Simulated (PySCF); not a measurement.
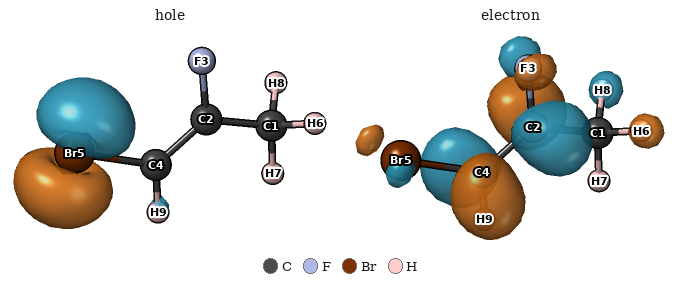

C3H4BrF, SMILES `C/C(F)=C/Br`. Leading natural transition orbital pair of S₃ (TDA singlet states); the surfaces enclose about 70 % of each orbital's density.

Level of theory: PBE/def2-SVPD (PySCF), at a geometry from GFN2-xTB. No frequency check shows the geometry to be a minimum. GFN2-xTB bond lengths at metals and heavier atoms can be off by up to 0.1 Å and shapes distorted, which carries into these values.

Q: What kind of excitation is it, and where does it lie?

A: 6.06 eV (205 nm), f = 0.000 (dark), charge transfer, whose energy this functional puts too low; the leading pair carries 100 %; hole on Br5 (90 %), electron on C2 (33 %), C4 (30 %) and Br5 (11 %); their centroids lie 2.2 Å apart. In canonical orbitals it is mainly HOMO−1 → LUMO+1 (100 %). The HOMO–LUMO gap is 4.87 eV.
